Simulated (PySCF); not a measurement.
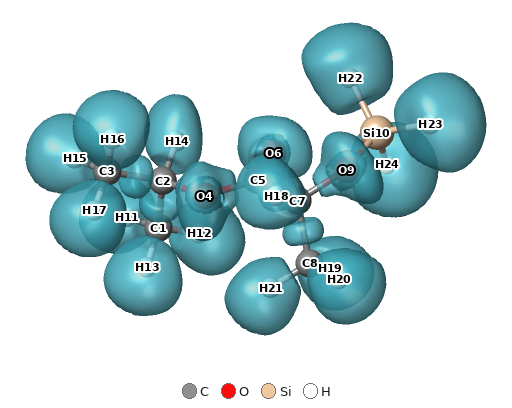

*C$_{6}$H$_{14}$O$_{3}$Si. Isosurface of the electron localisation function at 0.75 (cyan), seen at a tilt. Core shells and regions of very low density are left out.*

Geometry: GFN2-xTB.

The calculation used PySCF 2.14.0, PBE0/pcSseg-1, SCF density, gas phase, non-relativistic.

```xyz
24

C    -2.4278   -0.1710   -1.1323
C    -1.8789    0.6574    0.0229
C    -2.9018    0.8627    1.1295
O    -0.7531   -0.0336    0.6094
C     0.4478    0.2239    0.1230
O     0.6878    1.0073   -0.7598
C     1.5234   -0.6104    0.7990
C     1.4660   -2.0222    0.1999
O     2.7716   -0.0507    0.6305
Si    3.3197    0.9676   -0.5217
H    -3.2808    0.3341   -1.5760
H    -1.6635   -0.3020   -1.8947
H    -2.7407   -1.1490   -0.7742
H    -1.5172    1.6220   -0.3540
H    -3.7543    1.4136    0.7435
H    -2.4621    1.4225    1.9505
H    -3.2388   -0.0994    1.5058
H     1.3043   -0.6592    1.8753
H     1.6580   -1.9681   -0.8693
H     2.2356   -2.6358    0.6602
H     0.4914   -2.4694    0.3759
H     2.8784    2.3482   -0.3436
H     4.7292    0.8398   -0.1540
H     3.0940    0.4913   -1.8840
```

> Describe the localisation domains.

The surface consists of four regions between bonded C–C atoms (shared pairs), 14 regions around hydrogen nuclei and three regions on O in which the atom's valence shell and bonds are merged. Along the contacts the grid gives the following. C–O (1.20 Å): the ELF peaks at about 0.85 between the atoms; a short, multiple covalent bond. C–C (1.52 Å): the ELF peaks at about 0.95 between the atoms; localised, covalent bonding.
